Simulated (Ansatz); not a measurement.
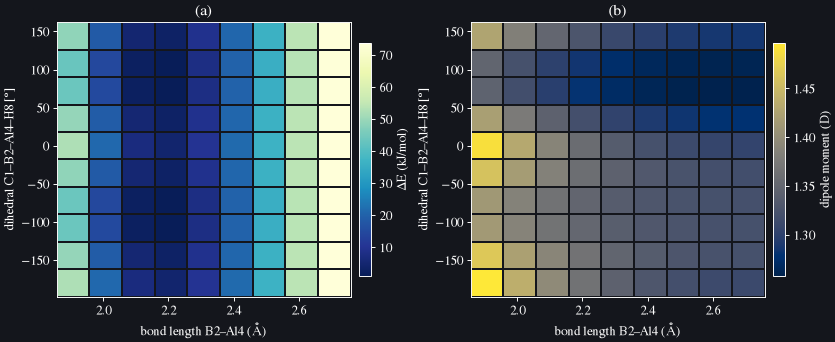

CH5AlBF, SMILES C[B](F)[AlH2]. Coordinates scanned: (1) bond length B2–Al4; (2) dihedral C1–B2–Al4–H8. Nothing is relaxed (all other coordinates rigid). Grid: 9 × 10 points. Points are written as (first, second). All energies are given in kJ/mol relative to the relaxed molecule at the same level. These are results of RKS PBE0-D4/def2-TZVP (Ansatz), not measurements.

Panel (a) is the energy; panel (b) is the computed dipole moment, in D.

The picture shows one coloured cell a grid point.

**How does the dipole moment vary over the map, and what is it at the lowest grid point?**

Leaving out the highest fifth of the energies, it runs from 1.26 D at (2.609 Å, 72°) to 1.50 D at (1.907 Å, −180°). At the lowest grid point, (2.208 Å, 108°), it is 1.28 D.
